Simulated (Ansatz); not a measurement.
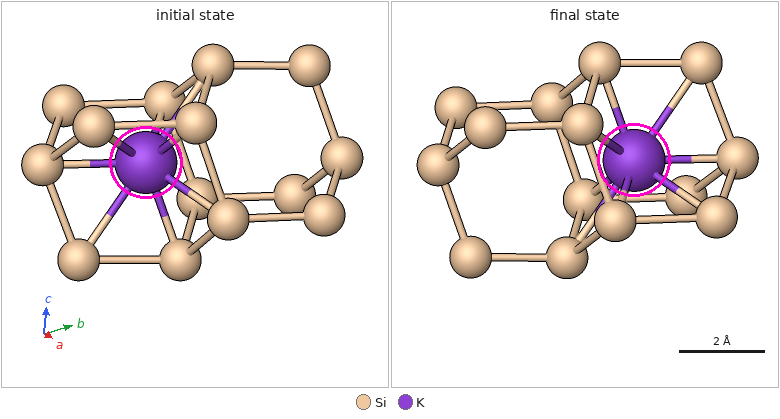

The two relaxed end points of a path for a defect cell of composition KSi$_{16}$ (cell charge +1) (17 atoms in the cell). Style: ball-and-stick. Shown: the atoms within 4.2 Å of the middle of the path, slightly off an axis. The moving atom is ringed, with any periodic copies. Bonds to atoms that aren't drawn are left out.

All numbers below come from DFT PBE, scalar-relativistic, plane waves, PAW in Ansatz.

Input
```yaml
crystal:
  lattice:
    - [0.0, 5.4700937627, -5.4700937627]
    - [5.4700937627, 5.4700937627, 0.0]
    - [5.4700937627, 0.0, -5.4700937627]
  atoms:
    - { symbol: Si, position: [0.1313077225, 0.1313194157, 0.131326486] }
    - { symbol: Si, position: [0.1312861331, 0.6046160503, 0.1313192732] }
    - { symbol: Si, position: [0.6045503974, 0.1313234374, 0.1313312774] }
    - { symbol: Si, position: [0.6250119622, 0.6250109275, 0.1234809394] }
    - { symbol: Si, position: [0.1312799162, 0.1312927265, 0.604654851] }
    - { symbol: Si, position: [0.1235231765, 0.6249970375, 0.6249993623] }
    - { symbol: Si, position: [0.625006262, 0.1235019317, 0.6250006377] }
    - { symbol: Si, position: [0.624993738, 0.6250029625, 0.625005279] }
    - { symbol: Si, position: [0.2566436681, 0.7426381015, 0.2566269397] }
    - { symbol: Si, position: [0.2495811441, 0.2496519997, 0.2496926478] }
    - { symbol: Si, position: [0.7425987087, 0.7426465347, 0.2566291479] }
    - { symbol: Si, position: [0.7426147193, 0.256644188, 0.2566325566] }
    - { symbol: Si, position: [0.2566169098, 0.742627712, 0.7426499991] }
    - { symbol: Si, position: [0.2566350284, 0.256622939, 0.7426491874] }
    - { symbol: Si, position: [0.7496489256, 0.7496250485, 0.7496065311] }
    - { symbol: Si, position: [0.7426001055, 0.2566248398, 0.7426575495] }
    - { symbol: K, position: [-0.000410943, -0.0003552886, -0.0003242197] }
total_charge: 1
basis:
  ecutwfc: 420
  xc_grid: 2
kpoints:
  mp_grid: { grid: [2, 2, 2], shift: [0.0, 0.0, 0.0] }
hamiltonian:
  xc: pbe
scf:
  occupations: { method: gaussian, width: 0.02 }
output:
  forces: true
neb:
  images: 3
  f_tol: 0.05
  max_iterations: 70
  order_check: false
  final_atoms:
    - { symbol: Si, position: [0.1323852807, 0.118355812, 0.1308914639] }
    - { symbol: Si, position: [0.1253510744, 0.6253749515, 0.1238805052] }
    - { symbol: Si, position: [0.6183649716, 0.118377061, 0.1309071547] }
    - { symbol: Si, position: [0.6183563319, 0.6323618985, 0.1309087093] }
    - { symbol: Si, position: [0.1323998945, 0.1183751602, 0.6168824948] }
    - { symbol: Si, position: [0.1324012913, 0.6323534653, 0.6168743913] }
    - { symbol: Si, position: [0.6254188559, 0.1253480003, 0.6239257916] }
    - { symbol: Si, position: [0.6183830902, 0.632372288, 0.6168946209] }
    - { symbol: Si, position: [0.2499880378, 0.7499890725, 0.2485038291] }
    - { symbol: Si, position: [0.249993738, 0.2514980683, 0.2485088314] }
    - { symbol: Si, position: [0.7514768235, 0.7500029625, 0.2485195763] }
    - { symbol: Si, position: [0.7436922775, 0.2436805843, 0.2689536242] }
    - { symbol: Si, position: [0.250006262, 0.7499970375, 0.7500019796] }
    - { symbol: Si, position: [0.2704496026, 0.2436765626, 0.7422051121] }
    - { symbol: Si, position: [0.7437138669, 0.7703839497, 0.7422214566] }
    - { symbol: Si, position: [0.7437200838, 0.2437072735, 0.7422274937] }
    - { symbol: K, position: [-0.124589057, 0.3753552886, -0.1260904513] }
```

Launched with:
```bash
ansatz run input.yaml --threads 8 --pin off --max-ram 20480MiB --backend cpu --events-out ev --progress --plain --runs-dir out
```

What barrier does the band find between them, and by what path?

The two ends have the same energy, and the highest point, image 2, lies 1.64 eV above the start. The K atom travels furthest, 2.37 Å from end to end, along [−1 3 −1], on a straight line. At the highest image its nearest neighbour (Si) is 2.53 Å away, against 2.50 Å at the start, and the surrounding atoms stand up to 0.40 Å off the mean of their end positions. The band converged in 6 iterations. The largest component of the band force went from 2.2 to 0.016 eV/Å. The climbing image converged on the top of the path. Its curvatures weren't checked.

Energies of the converged images:

```json
{"image": "0", "path (Å)": "0.00", "E (eV)": "0.000"}
{"image": "1", "path (Å)": "0.81", "E (eV)": "0.485"}
{"image": "2", "path (Å)": "1.62", "E (eV)": "1.637"}
{"image": "3", "path (Å)": "2.44", "E (eV)": "0.485"}
{"image": "4", "path (Å)": "3.25", "E (eV)": "0.000"}
```

The geometry at the top of the path:

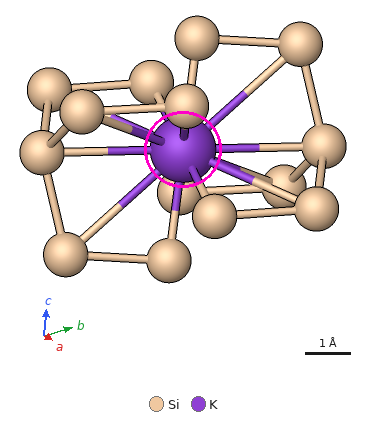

Limits of the set-up: the periodic images lie only 7.7 Å apart, so the values are limited by the cell's size; the cell is charged, on a uniform background, and energies carry no finite-size correction.

The run took 13 s on 8 threads of Intel(R) Xeon(R) 6975P-C (Granite Rapids), on a shared host, peak memory 1.6 GiB.
